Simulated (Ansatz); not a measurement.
# Run report: AlPH₅Cl, geometry relaxation

- system: AlPH₅Cl
- method: RKS PBE0-D4/def2-SVP (Ansatz 0.2.0)

The input holds or restrains some coordinates. It belongs to a series of runs on one base structure; here: pulled along the bonds that form and break, towards end A. Figures and captions count atoms from 1; the log counts them from 0 in places.

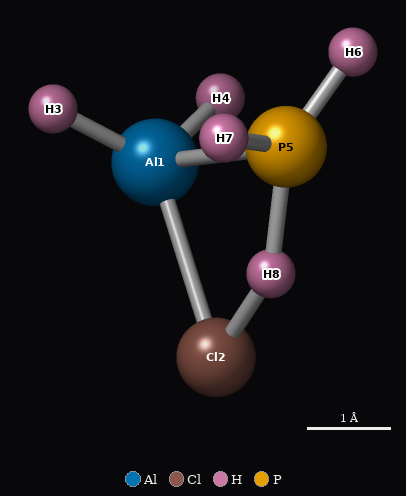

The input geometry (ball-and-stick view, seen at a tilt; atoms are numbered from 1 in the order of the input). Sticks mark near contacts.

The input:
```yaml
crystal:
  periodic: [false, false, false]
  atoms:
    - { symbol: Al, position_ang: [0.0, 0.0, 0.0] }
    - { symbol: Cl, position_ang: [0.0, 0.0, 2.58] }
    - { symbol: H, position_ang: [1.351, 0.0, -0.78] }
    - { symbol: H, position_ang: [-1.351, 0.0, -0.78] }
    - { symbol: P, position_ang: [0.1078, -2.446, 0.8135] }
    - { symbol: H, position_ang: [-0.6605, -3.268, -0.0528] }
    - { symbol: H, position_ang: [1.4574, -2.8876, 0.8103] }
    - { symbol: H, position_ang: [0.0643, -1.4594, 2.0809] }
basis:
  gaussian: { orbitals: def2-SVP }
hamiltonian:
  xc: pbe0
  dispersion: d4
relax:
  f_tol: 0.15
  max_steps: 25
  restrain:
    - { distance: [0, 4], at: 3.48, k: 30.0 }
    - { distance: [7, 1], at: 2.57, k: 30.0 }
    - { distance: [0, 1], at: 2.23, k: 30.0 }
    - { distance: [7, 4], at: 1.42, k: 30.0 }
```

Hardware: 1 thread of Arm Neoverse V2, 24 GiB of memory available, shared host.

Launched with:
```bash
ansatz run input.yaml --threads 1 --pin off --max-ram 2048MiB --backend cpu --events-out ev --progress --plain --runs-dir out
```

Log:
```
The last accepted step is kept in [file] (removed where the run ends without a failure and the disk answers)
Engine: ansatz 0.2.0, aarch64-unknown-linux-gnu
Functional definition: PBE0
  parameter a = 0.25
  parameter kappa = 0.804
  parameter beta = 0.06672455060314922
  exchange = (1 - a)*pbe_x(kappa = kappa, mu = beta*pi^2/3) + a*exact_x
  correlation = pbe_c(beta = beta)
796 factors; integrals over basis functions are off by at most 4.2e-4 eV
mean field evaluation 1: about -28468.5587 eV, gradient 1.3e1 eV
mean field evaluation 2: about -28468.9573 eV, gradient 8.1e0 eV
mean field evaluation 4: about -28469.1758 eV, gradient 3.4e-1 eV
mean field evaluation 8: about -28469.1767 eV, gradient 4.7e-3 eV
mean field -28469.17670619 eV, -1046.2229468514 hartree, gradient 1.4e-5 eV, S^2 0.000000; 0 other end points of the search recorded, 0 dependent functions left out
the calculation of the forces begins
reference -28469.17673363 eV, -1046.2229478598 hartree; 25, 25 occupied and 54, 54 virtual orbitals, 796 factors
relax step   1: F+E_penalty+E_count = -28469.33284447 eV  Δ(F+E_penalty+E_count) = +0.000e0 eV  max|allowed force component| = 2.175e0 eV/Å  E_restraint = 30.30957075 eV  max|allowed force component, restraints' pulls added| = 3.345e1 eV/Å  Δτ_max = 0.0000 Å  (23 SCF iters, accepted)
  distance Al 0 - P 4 = 2.5800 Å
  distance H 7 - Cl 1 = 1.5437 Å
  distance Al 0 - Cl 1 = 2.5800 Å
  distance H 7 - P 4 = 1.6067 Å
these checks for a lower state are left out or cut short: starts, cluster_reference, orbital_swaps, neighbouring_geometries, increment
796 factors; integrals over basis functions are off by at most 5.1e-4 eV
mean field evaluation 16: about -28468.9660 eV, gradient 8.2e-1 eV
mean field -28468.97302037 eV, -1046.2154615355 hartree, gradient 2.1e-5 eV, S^2 0.000000; 0 other end points of the search recorded, 0 dependent functions left out
[... from here on the field's lines of each further geometry are left out, up to the last ...]
relax step   2: F+E_penalty+E_count = -28469.12336371 eV  Δ(F+E_penalty+E_count) = +2.095e-1 eV  max|allowed force component| = 2.193e0 eV/Å  E_restraint = 12.83197005 eV  max|allowed force component, restraints' pulls added| = 2.148e1 eV/Å  Δτ_max = 0.1934 Å  (28 SCF iters, accepted)
relax step   3: F+E_penalty+E_count = -28469.16974836 eV  Δ(F+E_penalty+E_count) = -4.638e-2 eV  max|allowed force component| = 1.977e0 eV/Å  E_restraint = 3.56496895 eV  max|allowed force component, restraints' pulls added| = 9.985e0 eV/Å  Δτ_max = 0.1949 Å  (27 SCF iters, accepted)
relax step   4: F+E_penalty+E_count = -28469.55922648 eV  Δ(F+E_penalty+E_count) = -3.895e-1 eV  max|allowed force component| = 1.675e0 eV/Å  E_restraint = 0.18056131 eV  max|allowed force component, restraints' pulls added| = 4.050e0 eV/Å  Δτ_max = 0.1948 Å  (25 SCF iters, accepted)
relax step   5: F+E_penalty+E_count = -28470.38170874 eV  Δ(F+E_penalty+E_count) = -8.225e-1 eV  max|allowed force component| = 1.492e0 eV/Å  E_restraint = 0.01814908 eV  max|allowed force component, restraints' pulls added| = 1.218e0 eV/Å  Δτ_max = 0.1945 Å  (26 SCF iters, accepted)
relax step   6: F+E_penalty+E_count = -28470.98887592 eV  Δ(F+E_penalty+E_count) = -6.072e-1 eV  max|allowed force component| = 9.758e-1 eV/Å  E_restraint = 0.02322476 eV  max|allowed force component, restraints' pulls added| = 5.059e-1 eV/Å  Δτ_max = 0.2000 Å  (24 SCF iters, accepted)
relax step   7: F+E_penalty+E_count = -28470.97874314 eV  Δ(F+E_penalty+E_count) = +1.013e-2 eV  max|allowed force component| = 1.270e0 eV/Å  E_restraint = 0.01588792 eV  max|allowed force component, restraints' pulls added| = 4.395e-1 eV/Å  Δτ_max = 0.1997 Å  (23 SCF iters, rejected (line search))
relax step   8: F+E_penalty+E_count = -28471.02428184 eV  Δ(F+E_penalty+E_count) = -3.541e-2 eV  max|allowed force component| = 9.487e-1 eV/Å  E_restraint = 0.01897285 eV  max|allowed force component, restraints' pulls added| = 2.120e-1 eV/Å  Δτ_max = 0.0971 Å  (23 SCF iters, accepted)
the calculation of the forces begins
reference -28470.88889036 eV, -1046.2858684592 hartree; 25, 25 occupied and 54, 54 virtual orbitals, 796 factors
relax step   9: F+E_penalty+E_count = -28471.02920117 eV  Δ(F+E_penalty+E_count) = -4.919e-3 eV  max|allowed force component| = 1.019e0 eV/Å  E_restraint = 0.01810540 eV  max|allowed force component, restraints' pulls added| = 1.265e-2 eV/Å  Δτ_max = 0.0785 Å  (24 SCF iters, accepted)
```

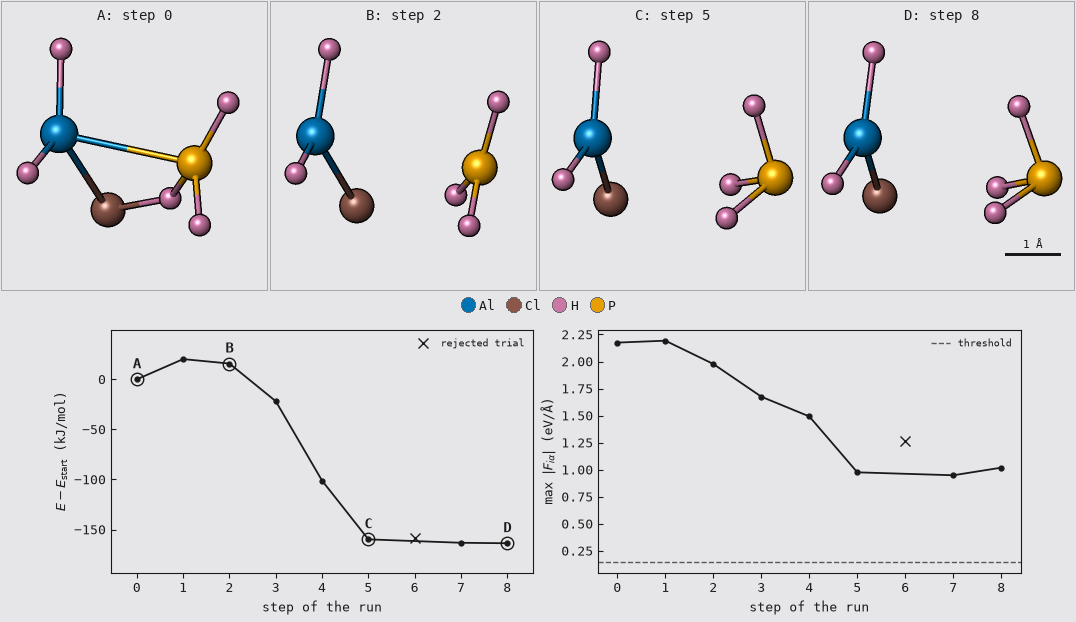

Frames of the restrained relaxation (ball-and-stick view, seen at a tilt) above the curves, on which the letters mark them (the first geometry is step 0 here and step 1 in the log).

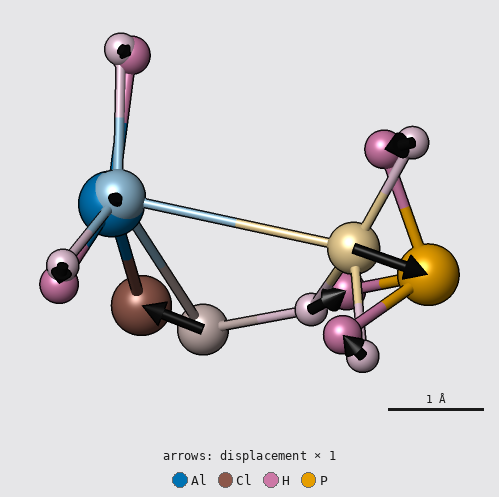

Start (faint) and end (solid) with the displacements as black arrows, at true length (ball-and-stick view, seen at a tilt). The two geometries are laid on each other by the best rigid fit. Over 8 geometry steps the energy falls by 163.7 kJ/mol. Largest force component: 2.2 eV/Å at the start, 1 eV/Å at the end. The line search rejected the trial step at point 6 (counted from 0) and went back. The largest move after the best rigid fit is that of P5, 0.84 Å. By element the largest moves are P 0.84 Å, Cl 0.70 Å, H 0.55 Å, Al 0.14 Å. Among the contacts that change: Cl2–H8 1.544 → 2.576 Å, Al1–P5 2.580 → 3.475 Å, Al1–Cl2 2.580 → 2.197 Å, P5–H8 1.607 → 1.427 Å. Bonds break: Al1–P5 (2.58 → 3.48 Å), Cl2–H8 (1.54 → 2.58 Å). Among the angles that change: H6–P5–H8 145.3° → 94.4°, H6–P5–H7 109.4° → 94.0°, H7–P5–H8 102.6° → 93.9°. (Atoms are counted from 1 in the order of the input.)

```
  distance Al 0 - P 4 = 3.4753 Å
  distance H 7 - Cl 1 = 2.5765 Å
  distance Al 0 - Cl 1 = 2.1969 Å
  distance H 7 - P 4 = 1.4267 Å
796 factors; integrals over basis functions are off by at most 7.8e-4 eV
mean field -28470.88886253 eV, -1046.2858674365 hartree, gradient 6.3e-6 eV, S^2 0.000000; 1 other end points of the search recorded, 0 dependent functions left out
the calculation of the forces begins
reference -28470.88889036 eV, -1046.2858684592 hartree; 25, 25 occupied and 54, 54 virtual orbitals, 796 factors
Total energy: -28471.02922900 eV, -1046.2910258091 hartree
Atom 0 at     0.025527     0.100301     0.089872 Å, force    -0.042537     0.083843     1.019015 eV/Å
Atom 1 at    -0.073952     0.601432     2.226507 Å, force     0.037245    -0.029853    -0.936385 eV/Å
Atom 2 at     1.456932     0.092298    -0.573491 Å, force     0.003935    -0.003279     0.006566 eV/Å
Atom 3 at    -1.355672    -0.064488    -0.654639 Å, force     0.000326    -0.006360    -0.004181 eV/Å
Atom 4 at     0.200280    -3.195751     1.177551 Å, force     0.025924    -0.034026    -0.148508 eV/Å
Atom 5 at    -0.656938    -2.893017     0.072046 Å, force    -0.007442     0.005803     0.007437 eV/Å
Atom 6 at     1.384959    -2.758703     0.507532 Å, force     0.003119    -0.006613    -0.003256 eV/Å
Atom 7 at    -0.012135    -1.943073     1.826522 Å, force    -0.020570    -0.009515     0.059312 eV/Å
Dipole moment:     0.039932    -0.118560    -0.355069 e Å
```

Trajectory as extended XYZ (Å, eV, eV/Å), 9 frames, from step=1 to step=9:
```
8
Properties=species:S:1:pos:R:3:forces:R:3 step=1 energy=-28469.33284
Al    0.0000    0.0000    0.0000    0.2958  -2.1749   0.7631
Cl    0.0000    0.0000    2.5800    0.1397   1.3808  -0.7060
H     1.3510    0.0000   -0.7800    0.5040   0.8038   0.1550
H    -1.3510    0.0000   -0.7800   -0.5277   0.5605   0.2327
P     0.1078   -2.4460    0.8135    0.4741   0.8471  -0.6735
H    -0.6605   -3.2680   -0.0528    0.1202  -0.2888   0.4285
H     1.4574   -2.8876    0.8103   -0.2149  -0.2265  -0.4227
H     0.0643   -1.4594    2.0809   -0.7912  -0.9019   0.2228
8
Properties=species:S:1:pos:R:3:forces:R:3 step=2 energy=-28469.12336
Al   -0.0038    0.1662    0.0372    0.2851  -2.1928   1.2877
Cl   -0.0057    0.1852    2.5301    0.0604   0.7344  -1.5995
H     1.3535    0.0127   -0.7751    0.1550   0.6900   0.3329
H    -1.3550    0.0095   -0.7747   -0.2411   0.5213   0.3522
P     0.1134   -2.6095    0.8848    0.8398   1.7346   0.0145
H    -0.6650   -3.2831   -0.0553   -0.3522  -0.3169   0.2828
H     1.4698   -2.8989    0.8045    0.2744  -0.4695  -0.4260
H     0.0618   -1.6431    2.0204   -1.0214  -0.7010  -0.2446
8
Properties=species:S:1:pos:R:3:forces:R:3 step=3 energy=-28469.16975
Al   -0.0065    0.2932    0.0855    0.2422  -1.9772   1.0270
Cl   -0.0101    0.3669    2.4598    0.0013   0.5776  -1.8547
H     1.3506    0.0222   -0.7666   -0.1706   0.6951   0.5378
H    -1.3538    0.0172   -0.7664    0.0718   0.5612   0.5358
P     0.1321   -2.7372    0.9256    0.6738   0.4876   0.3584
H    -0.6744   -3.2873   -0.0538   -0.4764   0.0611  -0.0020
H     1.4824   -2.9086    0.7966    0.7594  -0.4148  -0.6081
H     0.0488   -1.8275    1.9912   -1.1014   0.0095   0.0056
8
Properties=species:S:1:pos:R:3:forces:R:3 step=4 energy=-28469.55923
Al   -0.0075    0.3708    0.1158    0.1624  -1.6748   0.3897
Cl   -0.0098    0.5280    2.3503   -0.0175   0.4220  -1.3237
H     1.3427    0.0532   -0.7406   -0.2139   0.6302   0.5438
H    -1.3490    0.0427   -0.7411    0.1455   0.5430   0.5445
P     0.1597   -2.9010    0.9816    0.3956  -0.9821   1.1218
H    -0.6904   -3.2706   -0.0636   -0.0964   0.7000  -0.1094
H     1.5213   -2.9217    0.7623    0.4211   0.0422  -0.7328
H     0.0020   -1.9624    2.0072   -0.7967   0.3196  -0.4339
8
Properties=species:S:1:pos:R:3:forces:R:3 step=5 energy=-28470.38171
Al   -0.0016    0.2797    0.1110    0.0254  -0.7114   0.5143
Cl   -0.0068    0.5959    2.2891   -0.0092   0.1864  -1.0421
H     1.3541    0.0951   -0.7091   -0.0003   0.2757   0.3124
H    -1.3600    0.0772   -0.7063    0.0250   0.2361   0.3398
P     0.1798   -3.0655    1.0834    0.1313  -1.4924   1.0815
H    -0.6735   -3.1836   -0.0646    0.4259   0.9893   0.2245
H     1.5339   -2.8932    0.6992   -0.3339   0.4040  -0.4819
H    -0.0569   -1.9666    1.9692   -0.2642   0.1123  -0.9484
8
Properties=species:S:1:pos:R:3:forces:R:3 step=6 energy=-28470.98888
Al    0.0240    0.1223    0.0988   -0.0890   0.0972   0.7816
Cl   -0.0220    0.5920    2.2455    0.0464  -0.0375  -0.9758
H     1.4160    0.0847   -0.6596   -0.0271  -0.0069   0.1602
H    -1.3741    0.0445   -0.6520    0.0830  -0.0339   0.1346
P     0.1975   -3.1930    1.1733    0.2440  -0.1390   0.0034
H    -0.6269   -3.0089    0.0094    0.1914   0.2502   0.1584
H     1.4443   -2.7410    0.6053   -0.3732  -0.0216  -0.0166
H    -0.0897   -1.9616    1.8511   -0.0755  -0.1083  -0.2457
8
Properties=species:S:1:pos:R:3:forces:R:3 step=7 energy=-28470.97874 accepted=F
Al   -0.0397    0.0990    0.0685    0.4859   0.1306   1.2698
Cl    0.0491    0.6123    2.2056   -0.3162  -0.0422  -0.8919
H     1.4236    0.1725   -0.4973    0.0193  -0.0621  -0.2944
H    -1.3854   -0.1512   -0.6904   -0.1869   0.0241  -0.0011
P     0.1516   -3.1917    1.1659   -0.0285  -0.0811  -0.0278
H    -0.6248   -2.8272    0.0205   -0.0007   0.0381  -0.0075
H     1.3991   -2.8406    0.5733    0.0469   0.0351  -0.0542
H    -0.0045   -1.9340    1.8259   -0.0198  -0.0425   0.0071
8
Properties=species:S:1:pos:R:3:forces:R:3 step=8 energy=-28471.02428
Al    0.0240    0.0957    0.0900   -0.0198   0.1225   0.9487
Cl   -0.0237    0.5874    2.2303    0.0285  -0.0338  -0.9414
H     1.4349    0.0708   -0.6237   -0.0247  -0.0150   0.0573
H    -1.3771   -0.0176   -0.6319    0.0223  -0.0302   0.0246
P     0.2003   -3.2021    1.1834    0.0600   0.0539  -0.3032
H    -0.6071   -2.9161    0.0302    0.0369  -0.0293   0.0855
H     1.4067   -2.7204    0.5716   -0.0999  -0.0448   0.0686
H    -0.0889   -1.9588    1.8219   -0.0034  -0.0233   0.0600
8
Properties=species:S:1:pos:R:3:forces:R:3 step=9 energy=-28471.02920
Al    0.0255    0.1003    0.0899   -0.0425   0.0838   1.0190
Cl   -0.0740    0.6014    2.2265    0.0372  -0.0299  -0.9364
H     1.4569    0.0923   -0.5735    0.0039  -0.0033   0.0066
H    -1.3557   -0.0645   -0.6546    0.0003  -0.0064  -0.0042
P     0.2003   -3.1958    1.1776    0.0259  -0.0340  -0.1485
H    -0.6569   -2.8930    0.0720   -0.0074   0.0058   0.0074
H     1.3850   -2.7587    0.5075    0.0031  -0.0066  -0.0033
H    -0.0121   -1.9431    1.8265   -0.0206  -0.0095   0.0593
```

Results in brief:

- outcome: converged under the restraints of the input
- total energy: −28471.0292 eV
- mean-field energy: −28470.8889 eV
- largest force (length of the vector) at the end, held atoms and coordinates included: 1.023 eV/Å
- wall time: 25 s
- peak memory: 0.15 GiB
